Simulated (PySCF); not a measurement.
Excited-state calculation, with input and output: C2H6OSSi

- system: C2H6OSSi
- method: TDDFT PBE0/6-311+G(2d,p), vertical, gas phase, core orbitals frozen in the response (PySCF 2.14.0)

The geometry comes from this level: GFN2-xTB. It belongs to a series of runs on one base structure; here: PBE0/6-311+G(2d,p); 1 states; conv 1e-07.

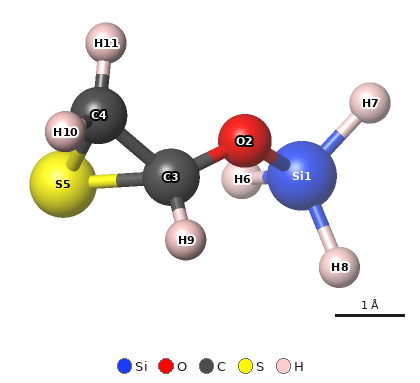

Figure 1. The input geometry (ball-and-stick view, seen at an oblique angle; atoms are numbered from 1 in the order of the input). Bond lengths as drawn: C–C 1.48 Å, C–H 1.08 to 1.09 Å, C–O 1.35 Å, C–S 1.80 to 1.82 Å, H–Si 1.45 to 1.46 Å and O–Si 1.64 Å.

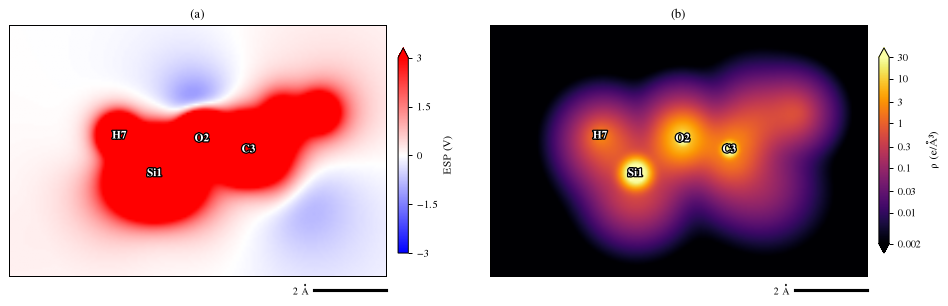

Figure 2. (a) electrostatic potential; (b) electron density on the plane of atoms O2, Si1 and H7. The section cuts through Si, O, C and H sites. C–O (1.35 Å): ρ at the midpoint is about 2.3 e/Å³, with its minimum of 2 e/Å³ about 0.5 Å from C. Si–O (1.64 Å): ρ is about 1.2 e/Å³ halfway. Si–H (1.45 Å): ρ at the midpoint is about 0.88 e/Å³.

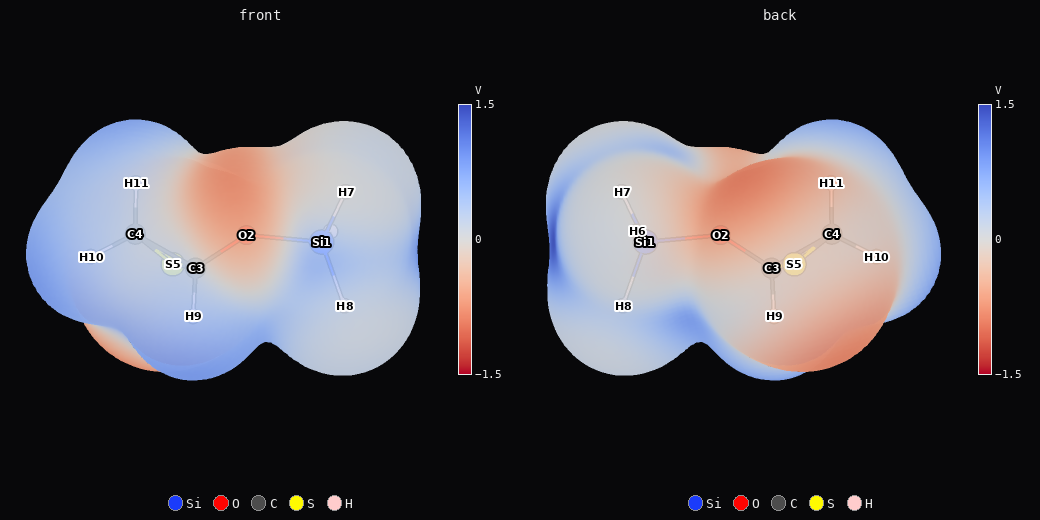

Figure 3. The molecular electrostatic potential painted on the density surface at 0.001 e/bohr³, seen at a tilt and from behind; red is negative and blue positive.

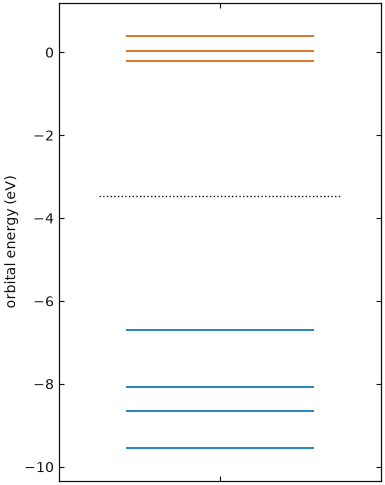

Figure 4. Orbital energies near the frontier; the dotted line parts filled from empty levels, and levels within 0.02 eV of each other stand side by side. Highest filled −6.71 eV, lowest empty −0.22 eV, 6.49 eV apart.

The input that produced these results follows, with the program's output.

**The input**
```
{"job": {"kind": "uv", "xc": "PBE0", "basis": "6-311+G(2d,p)", "nstates": 1, "ntriplets": 2, "tda": false, "scf": {"conv": 1e-07}}, "charge": 0, "multiplicity": 1}
Si     1.924873     0.442400    -0.017155
O      0.375638     0.253518     0.478361
C     -0.599317    -0.551899     0.013763
C     -1.984977    -0.037344    -0.061918
S     -1.222508    -0.306516    -1.673526
H      1.959019     0.897003    -1.404778
H      2.312180     1.438554     0.965903
H      2.639336    -0.830994     0.096295
H     -0.452568    -1.605817     0.246234
H     -2.806716    -0.698673     0.177539
H     -2.139536     1.002439     0.193238
```

The first line tells a small driver script what to run in PySCF; the rest is the geometry in Å.

Launch command:
```bash
OMP_NUM_THREADS=1 python <driver script> task.json out
```

**Output**
```
final grid: 89528 points
cycle   1  E = -842.2782546326  dE =  6.773e-01  |g| = 6.543e-01  |ddm| = 2.930e+00
cycle   2  E = -842.1703224359  dE =  1.079e-01  |g| = 1.009e+00  |ddm| = 1.675e+00
cycle   3  E = -842.3499581851  dE = -1.796e-01  |g| = 9.827e-02  |ddm| = 1.277e+00
cycle   4  E = -842.3514046854  dE = -1.447e-03  |g| = 5.625e-02  |ddm| = 1.758e-01
cycle   5  E = -842.3521675837  dE = -7.629e-04  |g| = 1.277e-02  |ddm| = 7.508e-02
cycle   6  E = -842.3522019456  dE = -3.436e-05  |g| = 4.249e-03  |ddm| = 1.406e-02
cycle   7  E = -842.3522061800  dE = -4.234e-06  |g| = 9.596e-04  |ddm| = 5.057e-03
cycle   8  E = -842.3522064069  dE = -2.270e-07  |g| = 2.606e-04  |ddm| = 1.491e-03
cycle   9  E = -842.3522064230  dE = -1.612e-08  |g| = 6.524e-05  |ddm| = 3.886e-04
converged SCF energy = -842.3522064230

Static polarisability (au): isotropic 69.832, principal 60.507 68.812 80.175

Singlet excitations
state   eV       nm        f      main configurations
  1   4.9231    251.8   0.00097   H->L+1 0.49, H->L 0.45

Triplet excitations (Tamm-Dancoff, eV): 4.4903 5.4425
```

**Summary**

| quantity | value |
| --- | --- |
| outcome | converged |
| total energy | −842.352206 hartree |
| HOMO | −6.71 eV |
| LUMO | −0.22 eV |
| dipole moment | 1.26 D |
| mean polarisability | 69.83 a.u. |
| lowest singlet excitation | 4.92 eV |
| hardware | 1 CPU thread, shared host |
| wall time | 17 s |
| peak memory | 0.67 GiB |

**Remarks**

Settings chosen away from the usual ones: PBE0/6-311+G(2d,p); 1 states; conv 1e-07.
